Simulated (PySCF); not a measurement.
# C8H12Si: NMR shifts in solvents

Aim: compute the NMR shifts of C8H12Si (`[SiH3]CC1=CC=CC12CC2`), and see what a dielectric continuum does where one was used.

Computed with PySCF 2.14.0, with density-fitted response routines of our own, on a single molecule, in the gas phase or a continuum. Atoms count from 0, in the outputs and in this text.

### 1 Starting geometry

21 atoms, charge 0, multiplicity 1; geometry from: GFN2-xTB.

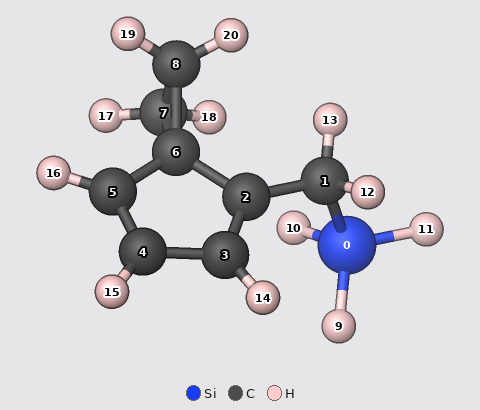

As it starts; silicon blue, carbon dark grey, hydrogen pink, atoms numbered.

### 2 Geometry optimisation at PBE0-D3(BJ)/def2-SVP

What the job is given:

```
{"job": {"xc": "PBE0", "basis": "def2-SVP", "d3": "d3bj", "grid": 1, "kind": "geom"}, "charge": 0, "multiplicity": 1}
Si     2.666736    -0.015864    -0.719114
C      1.327947     1.017985     0.175595
C      0.225223     0.156289     0.664799
C      0.201746    -0.591079     1.789779
C     -1.038097    -1.323643     1.862760
C     -1.785331    -1.035979     0.783785
C     -1.050425    -0.070753    -0.050708
C     -1.172719    -0.056455    -1.560878
C     -1.787389     1.040152    -0.777402
H      3.159704    -1.049205     0.188012
H      2.105790    -0.639505    -1.919828
H      3.755828     0.883204    -1.110577
H      1.795312     1.524950     1.021844
H      0.946409     1.790539    -0.493272
H      0.977943    -0.641922     2.532837
H     -1.296458    -1.989531     2.666700
H     -2.760859    -1.410039     0.534238
H     -1.816255    -0.800528    -2.005128
H     -0.276918     0.148410    -2.126069
H     -2.860919     1.063567    -0.668902
H     -1.326188     2.016351    -0.788944
```

On the command line:

```sh
$ OMP_NUM_THREADS=1 python probes_run.py task.json out
```

One launch serves the whole session: the jobs run in the order shown.

Log:

```text
step   0  E = -600.71097768  max force = 0.013074
step   1  E = -600.71427253  max force = 0.002579
step   2  E = -600.71434305  max force = 0.000775
step   3  E = -600.71434984  max force = 0.001612
step   4  E = -600.71436186  max force = 0.000920
step   5  E = -600.71437416  max force = 0.001020
step   6  E = -600.71439165  max force = 0.000461
step   7  E = -600.71440571  max force = 0.000377
optimisation converged
```

Run time: 5.9 min. Hardware: 1 thread, shared host.

The steps of the relaxation:

```csv
step,energy from step 0 (eV),largest force component (eV/Å)
0,0.0000,0.6723
1,-0.0897,0.1326
2,-0.0916,0.0399
3,-0.0918,0.0829
4,-0.0921,0.0473
5,-0.0924,0.0525
6,-0.0929,0.0237
7,-0.0933,0.0194
```

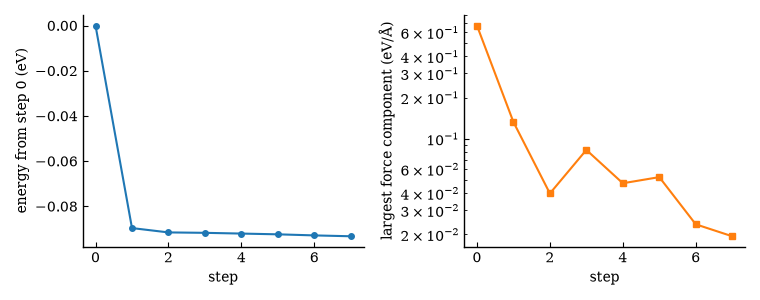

Energy and largest force along the relaxation.

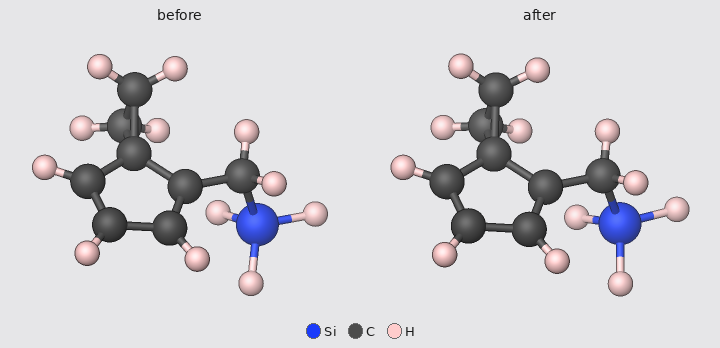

The geometry before (left) and after (right).

Distances of close pairs at the start and the end, largest changes first:

```
   bond  before (Å)  after (Å)  change (Å)
 Si0–H9       1.461      1.493      +0.033
Si0–H11       1.465      1.498      +0.033
Si0–H10       1.465      1.495      +0.030
 Si0–C1       1.914      1.897      -0.017
 C5–H16       1.074      1.090      +0.016
 C3–H14       1.076      1.092      +0.016
 C4–H15       1.075      1.091      +0.016
  C3–C4       1.442      1.457      +0.015
```

The end geometry stands in the next job.

| at the end point | value |
| --- | --- |
| point group (found at 0.08 Å tolerance) | C1 |
| rotational constants (GHz, main isotopes) | 2.117, 1.082, 0.831 |
| dipole moment (D) | 1.25 |

### 3 NMR shieldings: PBE0/pcSseg-1 in acetonitrile

What the job is given:

```
{"job": {"kind": "nmr", "xc": "PBE0", "basis": "pcSseg-1", "solvent": "acetonitrile", "pop": true}, "charge": 0, "multiplicity": 1}
Si     2.745733    -0.004126    -0.716362
C      1.385193     0.982355     0.162757
C      0.288696     0.099517     0.651455
C      0.264329    -0.675229     1.769658
C     -0.988099    -1.417927     1.826003
C     -1.739383    -1.109412     0.743337
C     -0.991562    -0.129772    -0.068265
C     -1.099397    -0.082368    -1.584864
C     -1.709364     1.004469    -0.790968
H      3.374710    -0.956840     0.246563
H      2.178569    -0.781121    -1.860531
H      3.801611     0.916813    -1.246520
H      1.863934     1.517383     0.999545
H      1.011441     1.756977    -0.528024
H      1.058910    -0.735140     2.515928
H     -1.263837    -2.109284     2.623723
H     -2.729810    -1.487693     0.488433
H     -1.749052    -0.828915    -2.047514
H     -0.178404     0.121268    -2.136854
H     -2.795661     1.039774    -0.682384
H     -1.217751     1.980949    -0.771520
```

Level: GIAO PBE0/pcSseg-1 NMR shielding, non-relativistic, IEF-PCM acetonitrile.

Log:

```text
coarse grid: 17752 points
cycle   1  E = -600.8571898808  dE =  1.239e+00  |g| = 4.003e-01  |ddm| = 4.231e+00
cycle   2  E = -600.8609620046  dE = -3.772e-03  |g| = 3.948e-01  |ddm| = 8.481e-01
cycle   3  E = -600.9028682278  dE = -4.191e-02  |g| = 3.197e-02  |ddm| = 4.338e-01
cycle   4  E = -600.9030071348  dE = -1.389e-04  |g| = 2.303e-02  |ddm| = 5.236e-02
cycle   5  E = -600.9031334473  dE = -1.263e-04  |g| = 4.837e-03  |ddm| = 2.399e-02
cycle   6  E = -600.9031381884  dE = -4.741e-06  |g| = 2.199e-03  |ddm| = 6.529e-03
final grid: 166056 points
cycle   7  E = -600.9577210054  dE = -4.740e-05  |g| = 9.036e-03  |ddm| = 5.092e-02
cycle   8  E = -600.9577064334  dE =  1.457e-05  |g| = 1.179e-02  |ddm| = 2.237e-02
cycle   9  E = -600.9577427018  dE = -3.627e-05  |g| = 1.925e-03  |ddm| = 1.305e-02
cycle  10  E = -600.9577436360  dE = -9.342e-07  |g| = 2.262e-04  |ddm| = 1.832e-03
cycle  11  E = -600.9577436468  dE = -1.077e-08  |g| = 8.651e-05  |ddm| = 2.537e-04
cycle  12  E = -600.9577436484  dE = -1.569e-09  |g| = 2.235e-05  |ddm| = 8.900e-05
cycle  13  E = -600.9577436485  dE = -1.016e-10  |g| = 6.244e-06  |ddm| = 2.491e-05
converged SCF energy = -600.9577436485

GIAO shielding tensors (ppm)
atom      isotropic    diamagn.    paramagn.     s11        s22        s33       span
  0 Si     412.473     878.585    -466.112    370.637    401.664    465.118     94.481
  1 C      176.865     249.238     -72.373    160.859    174.133    195.602     34.744
  2 C       27.259     258.828    -231.569    -78.880     17.348    143.309    222.189
  3 C       54.360     251.827    -197.468    -38.589     62.575    139.093    177.682
  4 C       48.571     256.480    -207.909    -54.094     50.184    149.625    203.719
  5 C       39.156     251.733    -212.577    -65.569     45.922    137.114    202.683
  6 C      144.366     252.510    -108.144     96.644    137.871    198.582    101.938
  7 C      168.313     250.965     -82.652    152.105    173.417    179.417     27.312
  8 C      168.042     253.052     -85.010    151.558    172.467    180.102     28.545
  9 H       27.540      28.752      -1.211     23.902     26.227     32.493      8.590
 10 H       27.569      28.847      -1.278     23.234     28.143     31.330      8.096
 11 H       27.216      27.543      -0.327     23.853     24.553     33.243      9.390
 12 H       28.949      29.171      -0.222     24.156     26.675     36.016     11.860
 13 H       29.851      31.079      -1.228     24.164     31.383     34.006      9.843
 14 H       24.821      33.489      -8.668     22.510     23.196     28.757      6.247
 15 H       24.504      31.074      -6.569     22.891     23.338     27.283      4.392
 16 H       24.883      32.368      -7.484     22.725     23.818     28.107      5.382
 17 H       29.492      30.661      -1.169     23.302     26.195     38.980     15.678
 18 H       29.722      31.767      -2.045     23.133     28.565     37.468     14.335
 19 H       29.541      30.824      -1.284     23.052     26.352     39.218     16.165
 20 H       29.778      31.398      -1.620     23.321     28.646     37.366     14.045
```

Wall time 2.1 min (1 thread, shared host).

The references, computed at this level on geometries of the same kind, shield at (ppm): 1H TMS 31.24, 13C TMS 185.5, 29Si TMS 351.8. Their shielding less the atom's gives the shift. The references are single molecules in the same continuum. Atoms listed in one row are averaged.

```
       atoms                                  environment  σ (ppm)  δ (ppm)
          C2              fully substituted alkene carbon     27.3    158.2
          C5                                    alkene CH     39.2    146.3
          C4                                    alkene CH     48.6    136.9
          C3                                    alkene CH     54.4    131.1
          C6                   three-membered-ring carbon    144.4     41.1
      C7, C8                   three-membered-ring carbon    168.2     17.3
          C1                 allylic sp3 CH2 bonded to Si    176.9      8.6
         H15                     hydrogen on an alkene CH    24.50     6.74
         H14                     hydrogen on an alkene CH    24.82     6.42
         H16                     hydrogen on an alkene CH    24.88     6.36
H9, H10, H11            hydrogen on a silicon bonded to C    27.44     3.80
    H12, H13  hydrogen on an allylic sp3 CH2 bonded to Si    29.40     1.84
    H17, H19     hydrogen on a three-membered-ring carbon    29.52     1.72
    H18, H20     hydrogen on a three-membered-ring carbon    29.75     1.49
         Si0                     silicon bonded to C, 3 H    412.5    -60.7
```

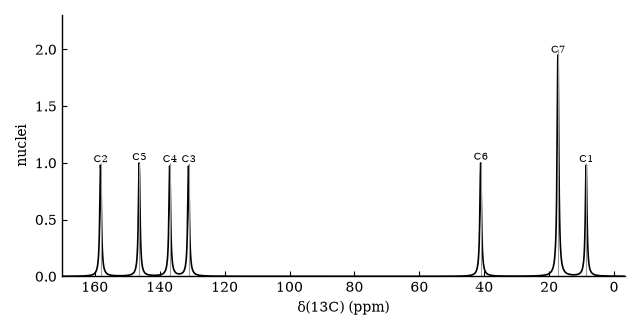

13C lines at the computed shifts, without couplings. Lines are broadened to a width of 0.60 ppm (Lorentzian).

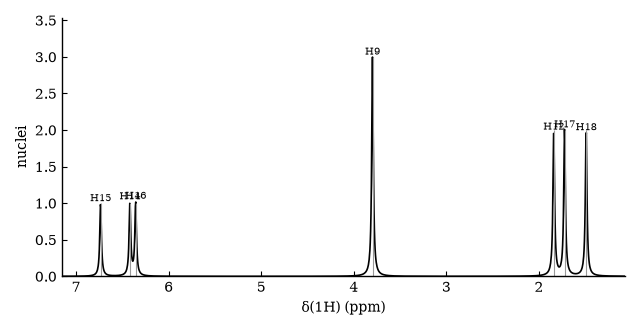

1H lines at the computed shifts, without couplings. Lines are broadened to a width of 0.02 ppm (Lorentzian).

The run also stored atomic charges by several schemes (e):

```csv
atoms,Mulliken,IAO,Hirshfeld,ESP fit
Si0,0.52,0.61,0.31,0.50
C1,-0.40,-0.54,-0.15,-0.42
C2,-0.20,0.00,0.00,-0.14
C3,-0.10,-0.22,-0.09,-0.19
C4,-0.10,-0.19,-0.08,-0.21
C5,-0.06,-0.19,-0.08,-0.48
C6,-0.36,0.00,-0.01,0.41
"C7, C8",-0.13,-0.26,-0.07,-0.32
```

IAO charges:

Si0 0.61; C1 -0.54; C2 0.00; C3 -0.22; C4 -0.19; C5 -0.19; C6 0.00; C7 -0.26; C8 -0.26; H9 -0.12; H10 -0.12; H11 -0.12; H12 0.17; H13 0.16; H14 0.15; H15 0.15; H16 0.15; H17 0.16; H18 0.16; H19 0.16; H20 0.16

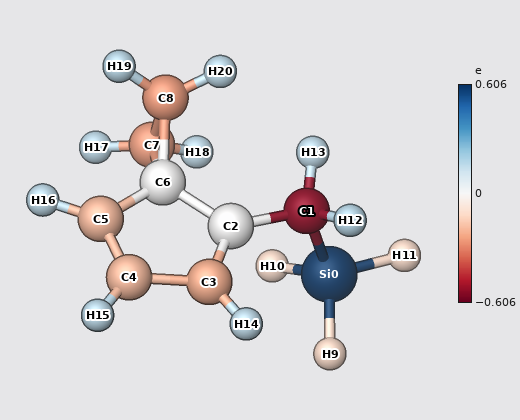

IAO charges, as colours on the atoms.

Mayer bond orders: Si0–C1 0.90, C1–C2 1.07, C2–C3 1.70, C3–C4 1.13, C4–C5 1.73, C5–C6 1.06, C6–C7 0.88, C7–C8 0.98, C6–C2 1.04, C8–C6 0.86.

Ring of atoms C2, C3, C4, C5, C6: NICS(0) -3.4, NICS(1) -5.7, NICS(1)zz -11.8 ppm (means of both faces).

Ring of atoms C6, C7, C8: NICS(0) -42.8, NICS(1) -7.3, NICS(1)zz -23.2 ppm (means of both faces).

In rings of three or four atoms NICS is ruled by the nearby σ bonds, so it says little on aromaticity.

### 4 NMR shieldings: PBE0/pcSseg-1 in dimethylsulfoxide

Settings changed since step 3:

```diff
@@ -1,2 +1,2 @@
-{"job": {"kind": "nmr", "xc": "PBE0", "basis": "pcSseg-1", "solvent": "acetonitrile", "pop": true}, "charge": 0, "multiplicity": 1}
+{"job": {"kind": "nmr", "xc": "PBE0", "basis": "pcSseg-1", "solvent": "dimethylsulfoxide", "pop": false}, "charge": 0, "multiplicity": 1}
 Si     2.745733    -0.004126    -0.716362
```

Method: GIAO PBE0/pcSseg-1 NMR shielding, non-relativistic, IEF-PCM dimethylsulfoxide.

Log:

```text
coarse grid: 17752 points
cycle   1  E = -600.8573275892  dE =  1.239e+00  |g| = 4.002e-01  |ddm| = 4.231e+00
cycle   2  E = -600.8611691572  dE = -3.842e-03  |g| = 3.943e-01  |ddm| = 8.462e-01
cycle   3  E = -600.9029595191  dE = -4.179e-02  |g| = 3.184e-02  |ddm| = 4.325e-01
cycle   4  E = -600.9030976670  dE = -1.381e-04  |g| = 2.291e-02  |ddm| = 5.203e-02
cycle   5  E = -600.9032225903  dE = -1.249e-04  |g| = 4.830e-03  |ddm| = 2.383e-02
cycle   6  E = -600.9032273237  dE = -4.733e-06  |g| = 2.186e-03  |ddm| = 6.504e-03
final grid: 166056 points
cycle   7  E = -600.9578092913  dE = -4.745e-05  |g| = 9.021e-03  |ddm| = 5.093e-02
cycle   8  E = -600.9577949026  dE =  1.439e-05  |g| = 1.175e-02  |ddm| = 2.230e-02
cycle   9  E = -600.9578309272  dE = -3.602e-05  |g| = 1.918e-03  |ddm| = 1.300e-02
cycle  10  E = -600.9578318541  dE = -9.269e-07  |g| = 2.263e-04  |ddm| = 1.825e-03
cycle  11  E = -600.9578318649  dE = -1.079e-08  |g| = 8.623e-05  |ddm| = 2.533e-04
cycle  12  E = -600.9578318664  dE = -1.555e-09  |g| = 2.230e-05  |ddm| = 8.865e-05
cycle  13  E = -600.9578318665  dE = -1.044e-10  |g| = 6.188e-06  |ddm| = 2.480e-05
converged SCF energy = -600.9578318665

GIAO shielding tensors (ppm)
atom      isotropic    diamagn.    paramagn.     s11        s22        s33       span
  0 Si     412.451     878.584    -466.133    370.589    401.635    465.129     94.540
  1 C      176.868     249.236     -72.368    160.849    174.152    195.603     34.754
  2 C       27.201     258.830    -231.629    -78.932     17.224    143.311    222.244
  3 C       54.389     251.826    -197.436    -38.540     62.601    139.106    177.646
  4 C       48.590     256.487    -207.897    -54.066     50.198    149.639    203.705
  5 C       39.139     251.730    -212.591    -65.593     45.868    137.141    202.735
  6 C      144.344     252.511    -108.166     96.621    137.860    198.552    101.931
  7 C      168.306     250.967     -82.661    152.098    173.426    179.395     27.297
  8 C      168.034     253.048     -85.013    151.548    172.479    180.077     28.529
  9 H       27.542      28.754      -1.212     23.904     26.228     32.494      8.590
 10 H       27.570      28.848      -1.278     23.235     28.143     31.331      8.096
 11 H       27.216      27.542      -0.326     23.852     24.553     33.243      9.391
 12 H       28.947      29.167      -0.220     24.153     26.672     36.016     11.862
 13 H       29.845      31.071      -1.227     24.156     31.376     34.003      9.847
 14 H       24.820      33.491      -8.671     22.508     23.197     28.755      6.247
 15 H       24.503      31.078      -6.575     22.889     23.337     27.283      4.393
 16 H       24.880      32.368      -7.488     22.721     23.815     28.103      5.383
 17 H       29.489      30.657      -1.168     23.299     26.191     38.978     15.679
 18 H       29.718      31.763      -2.045     23.128     28.560     37.466     14.337
 19 H       29.538      30.819      -1.281     23.049     26.348     39.216     16.167
 20 H       29.773      31.392      -1.620     23.316     28.639     37.364     14.048
```

Run time: 1.8 min. Hardware: 1 thread, shared host.

This run: δ C2 158.3, C5 146.3, C4 136.9, C3 131.1, H15 6.74, H14 6.42 ppm.

### 5 Side by side: NMR shifts

Shifts (ppm) of some atoms, chosen among heavy atoms and hydrogens apart, means over like atoms, with basis size and wall time:

```csv
run,C2,C5,C6,C7,H12,H18,Si0,functions,time
PBE0/pcSseg-1 in acetonitrile,158.2,146.3,41.1,17.3,1.84,1.49,-60.7,220,2.1 min
PBE0/pcSseg-1 in dimethylsulfoxide,158.3,146.3,41.1,17.3,1.84,1.49,-60.7,220,1.8 min
```

The continuum's effect on the ground state:

```csv
solvent,ε,polarisation energy (Eh),μ (D)
acetonitrile,35.69,-0.0073,1.95
dimethylsulfoxide,46.83,-0.0074,1.96
```

### 6 What came out

| quantity | value |
| --- | --- |
| point group | C1 |
| rotational constants (main isotopes) | 2.12, 1.08, 0.83 GHz |
| 13C shifts against TMS (PBE0/pcSseg-1, acetonitrile, means over atoms taken as alike) | 158.2, 146.3, 136.9, 131.1, 41.1, 17.3, 8.6 ppm |
| 1H shifts against TMS (PBE0/pcSseg-1, acetonitrile, means over atoms taken as alike) | 6.74, 6.42, 6.36, 3.80, 1.84, 1.72, 1.49 ppm |
| 29Si shifts against TMS (PBE0/pcSseg-1, acetonitrile) | -60.7 ppm |
| range of the shift of C2 | 158.2 to 158.3 ppm |

What this shows: The optimisation took 7 steps and gained 0.093 eV; among the close pairs (by a distance rule), Si0–H9 changed most, from 1.461 to 1.493 Å. No frequency check was run at this level, so the end point may be a saddle. At PBE0/pcSseg-1: The widest tensor belongs to C2: span 222 ppm, with a paramagnetic part of -232 ppm. Across the 2 runs the shift of C2 moves most, between 158.2 (PBE0/pcSseg-1 in acetonitrile) and 158.3 ppm (PBE0/pcSseg-1 in dimethylsulfoxide). The continuum holds electrostatics alone: no hydrogen bonds to the solvent, and the gas-phase geometry is kept.
